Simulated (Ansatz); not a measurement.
# InH2F (SMILES [F][InH2]): levels of theory compared

Aim: a comparison of 6 runs (UB3LYP/STO-3G, r2SCAN0/STO-3G, RPA@PBE/STO-3G, CCSD/STO-3G, UCCSD(T)/STO-3G, FCI/STO-3G) of InH2F. 

The results are computed with Ansatz 0.2.0.

57 further runs of the same task are left out: 3 that didn't finish, 54 set aside as unsound or not needed.

## 1. The molecule

InH2F has 4 atoms, charge 0, and is taken as a singlet. SMILES: `[F][InH2]`. The In2–F1 distance was set to 2.451 Å, away from the relaxed value.

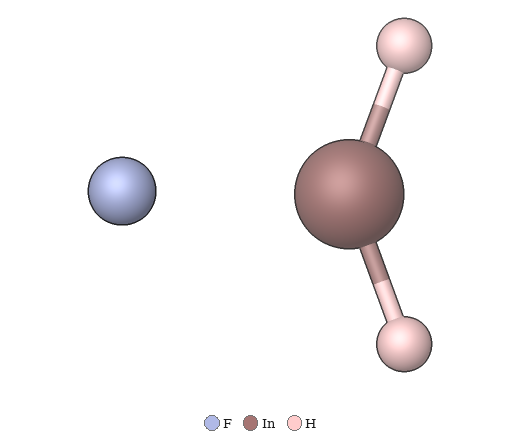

The structure, seen from a chosen angle (fluorine light blue, indium brown, hydrogen pink).

## 2. The energy at UB3LYP/STO-3G (run 1)

Contents of input.yaml:

```yaml
basis:
  gaussian:
    orbitals: STO-3G
crystal:
  periodic: [false, false, false]
  atoms:
    - {symbol: F, position_ang: [-2.088376, -0.799835, 0.242328]}
    - {symbol: In, position_ang: [0.194400, 0.052300, -0.026300]}
    - {symbol: H, position_ang: [1.304300, -0.965100, 0.767900]}
    - {symbol: H, position_ang: [0.188600, 1.481900, -0.950400]}
magnetization:
  spin_polarized: true
  initial_magnetization: 0
hamiltonian:
  xc: {name: B3LYP}
accuracy: high
```

Started as:

```sh
$ ansatz run input.yaml --threads 1 --pin off --max-ram 2610MiB --events-out events.jsonl --progress --plain --runs-dir runs
```

Output:

```text
Warning: RAYON_NUM_THREADS=1 ignored (pool sized by the plan → 1); use --threads N
Functional definition: B3LYP
  name "B3LYP"
  parameter a0 = 0.2
  parameter ax = 0.72
  parameter ac = 0.81
  exchange = (1 - a0 - ax)*slater_x + ax*b88_x + a0*exact_x
  correlation = (1 - ac)*vwn_rpa_c + ac*lyp_c
610 factors; integrals over basis functions are off by at most 3.9e-9 eV
mean field evaluation 1: about -157396.2197 eV, gradient 1.7e1 eV
mean field evaluation 2: about -157135.5975 eV, gradient 1.1e2 eV
mean field evaluation 4: about -157399.9507 eV, gradient 6.8e0 eV
mean field evaluation 8: about -157400.4838 eV, gradient 3.6e-2 eV
mean field evaluation 16: about -157400.4198 eV, gradient 1.9e-6 eV
mean field -157400.41977199 eV, -5784.3587367842 hartree, gradient 1.6e-8 eV, S^2 0.000000; 0 other end points of the search recorded, 0 dependent functions left out
reference -157400.41979709 eV, -5784.3587377067 hartree; 30, 30 occupied and 4, 4 virtual orbitals, 610 factors
Total energy: -157400.41979709 eV, -5784.3587377067 hartree
```

It took 2.5 s on 1 thread of Arm Neoverse V2, shared host; peak memory 0.16 GiB.

## 3. The energy at r2SCAN0/STO-3G (run 2)

Contents of molecule.yaml:

```yaml
basis:
  gaussian: {orbitals: STO-3G}
crystal:
  periodic: [false, false, false]
  atoms:
    - {symbol: F, position_ang: [-2.088376, -0.799835, 0.242328]}
    - {symbol: In, position_ang: [0.194400, 0.052300, -0.026300]}
    - {symbol: H, position_ang: [1.304300, -0.965100, 0.767900]}
    - {symbol: H, position_ang: [0.188600, 1.481900, -0.950400]}
hamiltonian: {xc: {name: r2SCAN0}}
accuracy: high
```

Started as:

```sh
$ ansatz run molecule.yaml --threads 1 --pin off --max-ram 2610MiB --events-out events.jsonl --progress --plain --runs-dir runs
```

Output:

```text
Warning: RAYON_NUM_THREADS=1 ignored (pool sized by the plan → 1); use --threads N
Functional definition: r2SCAN0
  name "r2SCAN0"
  parameter a = 0.25
  parameter k0 = 0.174
  parameter k1 = 0.065
  parameter a1 = 4.9479
  exchange = (1 - a)*r2scan_x(k0 = k0, k1 = k1, a1 = a1) + a*exact_x
  correlation = r2scan_c
610 factors; integrals over basis functions are off by at most 3.9e-9 eV
mean field evaluation 1: about -157403.7353 eV, gradient 2.2e1 eV
mean field evaluation 2: about -157158.1898 eV, gradient 1.7e2 eV
mean field evaluation 4: about -157407.5114 eV, gradient 3.3e0 eV
mean field evaluation 8: about -157407.5130 eV, gradient 3.5e-1 eV
mean field evaluation 16: about -157407.5136 eV, gradient 7.7e-7 eV
mean field -157407.51356052 eV, -5784.6194287044 hartree, gradient 3.0e-9 eV, S^2 0.000000; 0 other end points of the search recorded, 0 dependent functions left out
reference -157407.51356081 eV, -5784.6194287148 hartree; 30, 30 occupied and 4, 4 virtual orbitals, 610 factors
Total energy: -157407.51356081 eV, -5784.6194287148 hartree
```

It took 3.6 s on 1 thread of Arm Neoverse V2, shared host; peak memory 0.15 GiB.

Runs 3 to 4 aren't shown in full; the table further down has their settings and results.

## 4. A single-point energy at UCCSD(T)/STO-3G (run 5)

Contents of job.yaml:

```yaml
crystal:
  periodic: [false, false, false]
  atoms:
    - {symbol: F, position_ang: [-2.088376, -0.799835, 0.242328]}
    - {symbol: In, position_ang: [0.194400, 0.052300, -0.026300]}
    - {symbol: H, position_ang: [1.304300, -0.965100, 0.767900]}
    - {symbol: H, position_ang: [0.188600, 1.481900, -0.950400]}
basis:
  gaussian:
    orbitals: STO-3G
magnetization:
  spin_polarized: true
  initial_magnetization: 0
correlation:
  method: ccsd_t
  frozen_orbitals: {F: 1, H: 0, In: 18}
accuracy: high
scf:
  omitted_lower_state_checks: [cluster_reference, increment]
```

Started as:

```sh
$ ansatz run job.yaml --threads 1 --pin off --max-ram 2610MiB --events-out events.jsonl --progress --plain --runs-dir runs
```

Output:

```text
Warning: RAYON_NUM_THREADS=1 ignored (pool sized by the plan → 1); use --threads N
[... 15 lines left out ...]
19 core orbitals not correlated: weight in the atoms' cores, before any rotation towards them, 1.000 or more for the frozen orbitals, at most 0.000 for the correlated occupied ones
[... 38 lines left out ...]
Total energy: -157338.08288073 eV, -5782.0678982840 hartree
Checks for a lower state left out: cluster_reference, increment
```

It took 1.8 s on 1 thread of Arm Neoverse V2, shared host; peak memory 0.11 GiB.

## 5. A single-point energy at FCI/STO-3G (run 6)

molecule.yaml, as its differences from that of step 3:

```diff
@@ -1,3 +1 @@
-basis:
-  gaussian: {orbitals: STO-3G}
 crystal:
@@ -9,3 +7,10 @@
     - {symbol: H, position_ang: [0.188600, 1.481900, -0.950400]}
-hamiltonian: {xc: {name: r2SCAN0}}
+basis:
+  gaussian:
+    orbitals: STO-3G
+magnetization:
+  spin_polarized: false
+correlation:
+  method: fci
+  frozen_orbitals: {F: 1, H: 0, In: 18}
 accuracy: high
```

Started as:

```sh
$ ansatz run molecule.yaml --threads 1 --pin off --max-ram 2610MiB --events-out events.jsonl --progress --plain --runs-dir runs
```

Output:

```text
Warning: RAYON_NUM_THREADS=1 ignored (pool sized by the plan → 1); use --threads N
Functional definition: HF
  name "HF"
  exchange = exact_x
  correlation = 0
610 factors; integrals over basis functions are off by at most 3.9e-9 eV
mean field evaluation 1: about -157331.5535 eV, gradient 1.9e1 eV
mean field evaluation 2: about -157331.5634 eV, gradient 1.8e1 eV
mean field evaluation 4: about -157335.4028 eV, gradient 2.8e0 eV
mean field evaluation 8: about -157335.4996 eV, gradient 1.8e-4 eV
mean field -157335.49961023 eV, -5781.9729648441 hartree, gradient 1.9e-8 eV, S^2 0.000000; 0 other end points of the search recorded, 0 dependent functions left out; unrestricted orbitals would lower it
mean field evaluation 16: about -157335.8146 eV, gradient 8.7e-1 eV
19 core orbitals not correlated: weight in the atoms' cores, before any rotation towards them, 1.000 or more for the frozen orbitals, at most 0.000 for the correlated occupied ones
reference -157335.49961023 eV, -5781.9729648441 hartree; 11, 11 occupied and 4, 4 virtual orbitals, 610 factors
state -157338.14900975 eV, -5782.0703284805 hartree
Total energy: -157338.14900975 eV, -5782.0703284805 hartree
```

Run time: 6.6 s. Hardware: 1 thread of Arm Neoverse V2, shared host; peak memory 0.21 GiB.

## 6. Overview of the runs

```tsv
run	level	frozen core orbitals	energy (Eh)	wall time
1	UB3LYP/STO-3G	–	-5784.358738	2.5 s
2	r2SCAN0/STO-3G	–	-5784.619429	3.6 s
3	RPA@PBE/STO-3G	19	-5782.108278	2.3 s
4	CCSD/STO-3G	19	-5782.064740	0.5 s
5	UCCSD(T)/STO-3G	19	-5782.067898	1.8 s
6	FCI/STO-3G	19	-5782.070328	6.6 s
```

## 7. What came out

| quantity | value |
| --- | --- |
| run 6: total energy | -5782.07033 Eh |
| run 6: correlation energy (19 core orbitals frozen) | -97.4 mEh |

In words: Against full CI in this basis: CCSD +5.6 mEh; UCCSD(T) +2.4 mEh. Totals of different functionals can't be ranked against each other. In run 4 the log says that unrestricted orbitals would lower the reference, so the values rest on an unstable closed-shell determinant (other closed-shell runs at this shape may share the fault). In runs 1, 2, 3, 4, 5, 6 the basis is minimal, so the values are rough. In runs 1, 2, 3, 4, 5, 6 relativity is left out where basis or elements ask for it. Spin contamination of the reference: run 5 ⟨S²⟩ = 0.46. All runs together took 17 s, the longest 6.6 s.
